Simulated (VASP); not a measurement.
Band structure of TiTe (relaxed from the wurtzite structure, space group P6_3mc). Level of theory: PBEsol GGA, VASP's PBE PAW potentials (set 64) (plane waves; VASP).

Unless said otherwise, spin-orbit coupling is left out, though it shifts the bands of the heavy elements here.

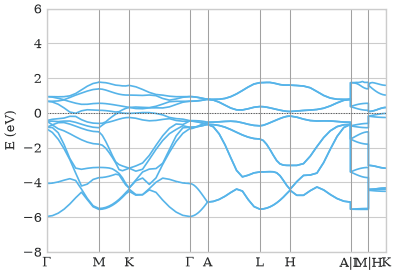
Figure. Bands along high-symmetry lines, zero at the valence-band maximum or, without a gap, the Fermi level

Question: Read the plot: is there a gap, and where are the band edges?

Answer: It has no gap at this level: it comes out as a metal or semimetal. (Edges off the drawn lines would not show.)

The structure was generated: TiTe was put into the wurtzite type (P6_3mc), which need not be its known phase. It was relaxed first, which changed the volume by -41 %.
